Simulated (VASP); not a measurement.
Band structure of HfIr (space group Pm-3m). Method: PBEsol GGA, VASP's PBE PAW potentials (set 64) (plane waves; VASP 6.6.1).

Unless said otherwise, spin-orbit coupling is left out, though it shifts the bands of the heavy elements here.

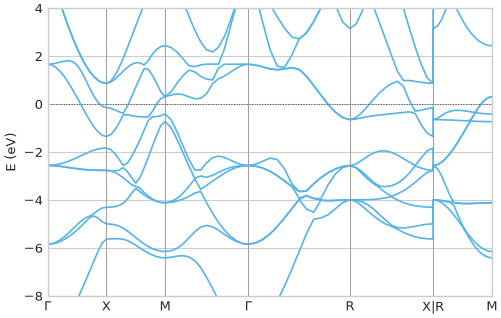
Fig. 1. Bands along high-symmetry lines, zero at the valence-band maximum or, without a gap, the Fermi level

Problem. Read the plot: is there a gap, and where are the band edges?

Solution. It has no gap at this level: it comes out as a metal or semimetal. (Edges off the drawn lines would not show.)

The structure comes from a computed database's HfIr entry (Pm-3m); how it stands against other phases isn't given here. It was relaxed first. The electron count is odd and the run is not spin-polarised, which forces a metal.
